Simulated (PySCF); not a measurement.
**C₄H₁₁NOSi: density, localisation and related maps**

```xyz
18

N    -2.9422   -0.1606   -0.1367
C    -1.6920   -0.0349   -0.8532
C    -0.4246    0.1275   -0.0114
C    -0.4522    1.3740    0.8855
O     0.8431    1.6424    1.3765
Si    2.0444    1.0174    0.3773
C     0.8632    0.2092   -0.8497
H    -3.1361    0.6684    0.4199
H    -2.9133   -0.9476    0.5082
H    -1.7687    0.8275   -1.5402
H    -1.5697   -0.9187   -1.5023
H    -0.3431   -0.7524    0.6561
H    -1.1337    1.2382    1.7412
H    -0.8255    2.2415    0.3022
H     2.9142    0.0668    1.1327
H     2.9013    2.0988   -0.1934
H     1.1767   -0.7711   -1.2373
H     0.7147    0.8761   -1.7179
```

Geometry: PBE0-D3(BJ)/def2-SVP.

All numbers below come from PySCF, PBE0/pcSseg-1, SCF density, gas phase, non-relativistic.

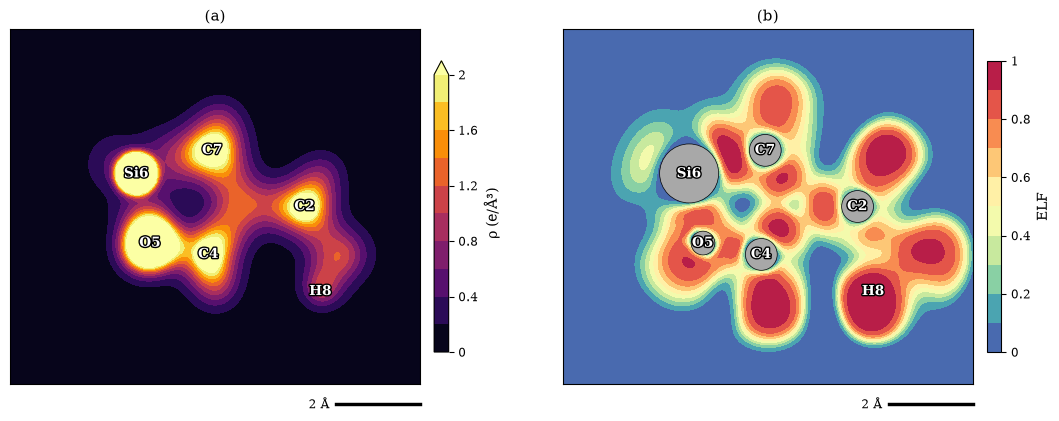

Figure 1. (a) electron density; (b) electron localisation function on the plane of atoms O5, Si6 and C7. Grey discs cover the atomic cores in the ELF map.

Interpret the plot.

- The plane passes through C, O, Si and H nuclei.
- C–O (1.41 Å): ρ at the midpoint is about 2 e/Å³, with its minimum of 1.8 e/Å³ about 0.5 Å from C; the ELF peaks at about 0.90 between the atoms: a shared but strongly polarised pair.
- Si–O (1.68 Å): the density is about 1.1 e/Å³ at the midpoint; the ELF peaks at about 0.85 between the atoms, as expected for a shared but strongly polarised pair.
- C–Si (1.89 Å): ρ is about 0.95 e/Å³ halfway; the ELF peaks at about 0.95 between the atoms (a covalent bond).
- The ELF also peaks beside O5 and N1, away from the bonds: lone-pair regions.

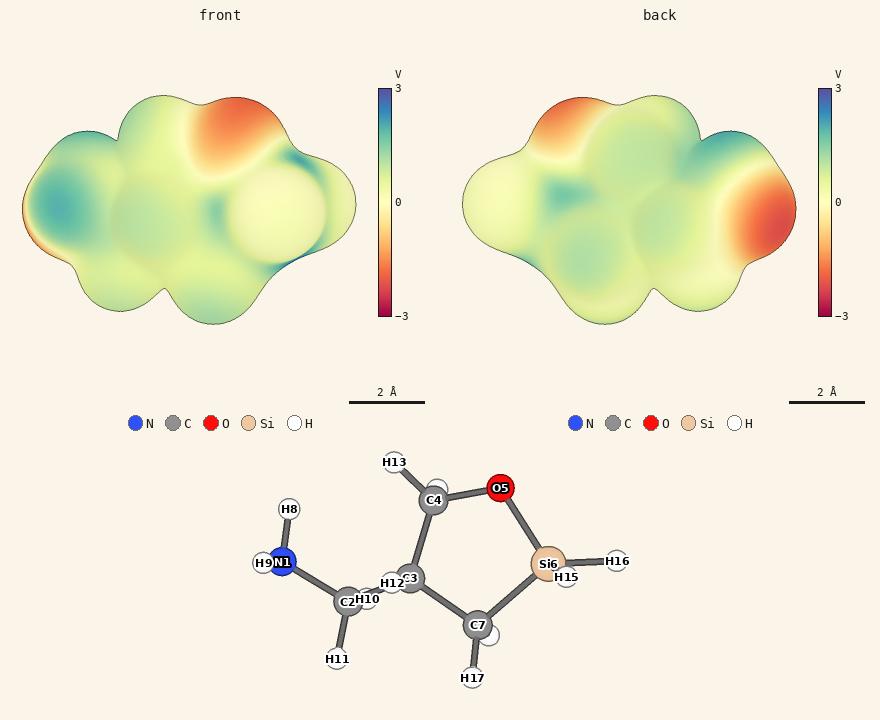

Figure 2. The molecular electrostatic potential painted on the density surface at 0.004 e/bohr³, seen from the front and from behind; the colour scale runs from red (negative) to blue (positive). The bare structure is drawn below in the same view.

Describe the electrostatic potential map.

The most negative region (about −2.1 V) lies over N1, the most positive (about +2.1 V) over Si6. N1 is the likeliest acceptor of a hydrogen bond.

What dipole moment does the calculation give?

Its dipole moment is 0.99 D.
